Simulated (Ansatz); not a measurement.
Consider MoBr2 (1T sheet).

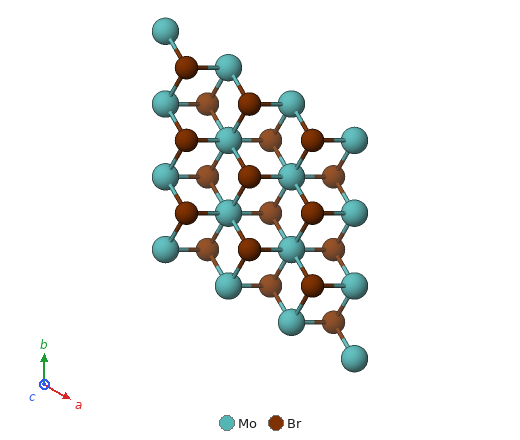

The structure (molybdenum teal, bromine brown). 3×3×1 cells are drawn. Some periodic images of atoms are drawn too.

The cell holds 3 atoms: 1 Mo and 2 Br. Its edges and angles: a = 3.298 Å, b = 3.298 Å, c = 30.253 Å, α = 90.0°, β = 90.0°, γ = 120.0°. Vacuum lies along c.

```xyz
3
Lattice="0.0000 2.3324 2.3324 2.3324 -2.3324 0.0000 17.4666 17.4666 -17.4666" Properties=species:S:1:pos:R:3
Mo    5.5502    5.5502   -5.5502
Br    8.1233    5.7909   -5.7909
Br    5.3095    5.3095   -2.9772
```

The structure was relaxed with PBEsol. The structure was generated from a model, not taken from a measurement. The runs that relaxed it are not among those shown. The program's search for lower electronic states was switched off, so nothing shows that the state found is the lowest. PAW set soft_2, made with PBE.

A constrained-RPA run (Ansatz 0.2.0; non-magnetic PBEsol; Mo d, bands v2 to c3, 6×6×1 mesh, medium accuracy) builds 5 functions on bands 5.1 eV wide, with 4.0 electrons in the window. The bare on-site interaction is 10.6 eV and the bare J 0.35 eV.

**Question.** Estimate U, U′ and J.

On the Mo d shell, U = 3.42 eV (32 % of the bare value), U′ = 2.87 eV, J = 0.26 eV.

The parent state is non-magnetic and the interaction static (zero frequency); U depends on the window and the orbitals, so it belongs to this model alone.

[Paths, hosts, dates, memory and timing lines, banners, echoed tables and standing remarks are left out of the program output.]

[Logs are printed without paths, hosts, clocks, repeated set-up lines and the standing remarks that a program may print on its own settings, such as how far it seeks lower states.]

[Runs of the session that timed out or met a known fault of the program may be left out.]

[Hosts, paths, dates, database ids (printed as entryN), source tags and the programs' standing remarks are cut or masked in the printed files.]
